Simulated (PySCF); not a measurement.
# CH7NSSi: a changed input and its effect

System: CH7NSSi.
Method of the first run: GIAO PBE0/IGLO-II NMR shielding, non-relativistic, IEF-PCM dimethylsulfoxide (PySCF 2.14.0).

The geometry comes from this level: GFN2-xTB. Text and figures count atoms from 1; the logs count them from 0 in places.

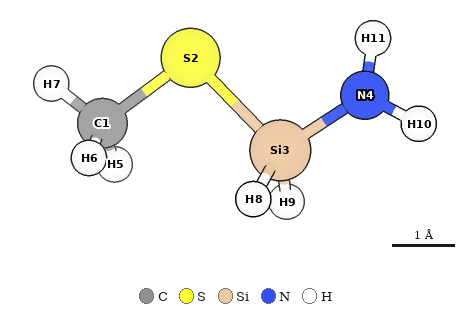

**Figure 1.** The structure as given in the input (ball-and-stick view, seen at a tilt; atoms are numbered from 1 in the order of the input). Bond lengths as drawn: C–H 1.08 to 1.09 Å, C–S 1.82 Å, H–N 1.00 to 1.01 Å, H–Si 1.46 to 1.47 Å, N–Si 1.71 Å and S–Si 2.15 Å.

**The input, the first run**
```
{"job": {"kind": "nmr", "xc": "PBE0", "basis": "IGLO-II", "solvent": "dimethylsulfoxide", "pop": false}, "charge": 0, "multiplicity": 1}
C     -2.124543    -0.128254     0.061973
S     -0.712455     0.926750     0.502250
Si     0.869214    -0.261347    -0.330286
N      2.284316     0.556212     0.170711
H     -2.173929    -0.245537    -1.016191
H     -2.021477    -1.095825     0.543219
H     -3.017993     0.370713     0.421410
H      0.850378    -1.587249     0.278855
H      0.615459    -0.353820    -1.771769
H      3.179793     0.273147    -0.186271
H      2.256661     1.547879     0.340056
```

The first line tells a small driver script what to run in PySCF; the rest is the geometry in Å.

Launched with:
```bash
OMP_NUM_THREADS=1 python <driver script> task.json out
```

Hardware: 1 CPU thread, shared host.

**Output (the first run)**
```
coarse grid: 9736 points
cycle   1  E = -784.3600488975  dE =  1.438e-01  |g| = 4.651e-01  |ddm| = 2.445e+00
cycle   2  E = -784.3396929670  dE =  2.036e-02  |g| = 5.475e-01  |ddm| = 6.512e-01
cycle   3  E = -784.4008184359  dE = -6.113e-02  |g| = 6.326e-02  |ddm| = 3.568e-01
cycle   4  E = -784.4015460773  dE = -7.276e-04  |g| = 2.153e-02  |ddm| = 5.982e-02
cycle   5  E = -784.4016420356  dE = -9.596e-05  |g| = 3.872e-03  |ddm| = 2.128e-02
cycle   6  E = -784.4016448725  dE = -2.837e-06  |g| = 1.599e-03  |ddm| = 3.994e-03
final grid: 83480 points
cycle   7  E = -784.4202823895  dE = -4.010e-05  |g| = 9.904e-03  |ddm| = 1.706e-02
cycle   8  E = -784.4202706758  dE =  1.171e-05  |g| = 1.197e-02  |ddm| = 1.342e-02
cycle   9  E = -784.4203015681  dE = -3.089e-05  |g| = 7.020e-04  |ddm| = 7.581e-03
cycle  10  E = -784.4203016479  dE = -7.976e-08  |g| = 2.131e-04  |ddm| = 5.299e-04
cycle  11  E = -784.4203016564  dE = -8.548e-09  |g| = 6.758e-05  |ddm| = 1.887e-04
cycle  12  E = -784.4203016575  dE = -1.030e-09  |g| = 1.682e-05  |ddm| = 4.903e-05
cycle  13  E = -784.4203016575  dE = -7.321e-11  |g| = 2.554e-06  |ddm| = 1.840e-05
converged SCF energy = -784.4203016575

GIAO shielding tensors (ppm)
atom      isotropic    diamagn.    paramagn.     s11        s22        s33       span
  0 C      180.081     244.859     -64.778    169.986    172.876    197.381     27.395
  1 S      731.450    1059.730    -328.280    613.833    665.163    915.355    301.522
  2 Si     370.678     880.637    -509.959    335.960    352.935    423.139     87.179
  3 N      266.613     317.476     -50.862    228.708    267.330    303.802     75.093
  4 H       29.923      29.519       0.404     23.944     27.766     38.059     14.114
  5 H       29.918      29.532       0.386     23.792     27.821     38.141     14.349
  6 H       29.961      29.085       0.876     24.303     27.212     38.368     14.065
  7 H       26.465      30.430      -3.965     23.324     24.757     31.313      7.989
  8 H       26.110      30.310      -4.200     22.800     24.449     31.080      8.281
  9 H       31.722      28.841       2.880     24.018     26.782     44.366     20.349
 10 H       31.579      30.682       0.897     23.611     29.737     41.388     17.777
```

For the second run the input was changed thus:
```diff
-"basis": "IGLO-II"
-"solvent": "dimethylsulfoxide"
-"pop": false
+"basis": "pcSseg-1"
```

What does this change do to the results?

The total energies belong to different models, so their difference says nothing on which is more stable or more accurate. The HOMO goes from −6.71 to −6.65 eV. The LUMO goes from 0.28 to 0.08 eV. The dipole moment goes from 1.78 to 1.58 D. Of all shieldings, the largest change is that of S2, by −7.4 ppm. The SCF takes 12 iterations against 13. The basis functions go from 156 to 117.

**Output (the second run)**
```
coarse grid: 9736 points
cycle   1  E = -784.3112771364  dE =  1.928e-01  |g| = 4.376e-01  |ddm| = 2.888e+00
cycle   2  E = -784.2879355412  dE =  2.334e-02  |g| = 5.546e-01  |ddm| = 9.278e-01
cycle   3  E = -784.3550895089  dE = -6.715e-02  |g| = 4.813e-02  |ddm| = 5.389e-01
cycle   4  E = -784.3555697413  dE = -4.802e-04  |g| = 1.948e-02  |ddm| = 6.825e-02
cycle   5  E = -784.3556573639  dE = -8.762e-05  |g| = 3.768e-03  |ddm| = 2.427e-02
cycle   6  E = -784.3556608340  dE = -3.470e-06  |g| = 1.374e-03  |ddm| = 5.606e-03
final grid: 83480 points
cycle   7  E = -784.3775012632  dE = -1.159e-05  |g| = 8.857e-03  |ddm| = 1.877e-02
cycle   8  E = -784.3774882214  dE =  1.304e-05  |g| = 1.158e-02  |ddm| = 1.605e-02
cycle   9  E = -784.3775193282  dE = -3.111e-05  |g| = 3.643e-04  |ddm| = 9.184e-03
cycle  10  E = -784.3775193514  dE = -2.324e-08  |g| = 1.263e-04  |ddm| = 4.259e-04
cycle  11  E = -784.3775193545  dE = -3.032e-09  |g| = 4.636e-05  |ddm| = 1.515e-04
cycle  12  E = -784.3775193550  dE = -5.734e-10  |g| = 9.768e-06  |ddm| = 5.562e-05
converged SCF energy = -784.3775193550

GIAO shielding tensors (ppm)
atom      isotropic    diamagn.    paramagn.     s11        s22        s33       span
  0 C      175.851     251.003     -75.152    165.882    169.291    192.380     26.497
  1 S      724.047    1059.395    -335.348    604.538    653.014    914.589    310.051
  2 Si     367.395     879.344    -511.949    329.959    349.585    422.641     92.681
  3 N      265.976     316.352     -50.376    223.616    264.395    309.917     86.301
  4 H       29.808      30.401      -0.593     23.940     27.745     37.740     13.800
  5 H       29.773      30.466      -0.694     23.818     27.694     37.806     13.987
  6 H       29.680      29.119       0.561     24.046     26.889     38.106     14.061
  7 H       26.487      29.791      -3.304     23.161     24.694     31.607      8.446
  8 H       26.205      29.807      -3.602     22.718     24.531     31.367      8.650
  9 H       31.768      29.091       2.677     23.688     26.878     44.737     21.049
 10 H       31.364      30.967       0.397     23.041     29.414     41.637     18.596
```

**The two runs side by side**

| quantity | the first run | the second run |
| --- | --- | --- |
| outcome | converged | converged |
| total energy (hartree) | −784.420302 | −784.377519 |
| HOMO (eV) | −6.71 | −6.65 |
| LUMO (eV) | 0.28 | 0.08 |
| dipole moment (D) | 1.78 | 1.58 |
| shielding of C1 (ppm) | 180.1 | 175.9 |
| shielding of S2 (ppm) | 731.5 | 724.0 |
| shielding of Si3 (ppm) | 370.7 | 367.4 |
| shielding of N4 (ppm) | 266.6 | 266.0 |
| shielding of H6 (ppm) | 29.9 | 29.8 |
| shielding of H7 (ppm) | 30.0 | 29.7 |
| shielding of H11 (ppm) | 31.6 | 31.4 |
| SCF iterations | 13 | 12 |
| basis functions | 156 | 117 |
| wall time (shared host) | 14 s | 18 s |
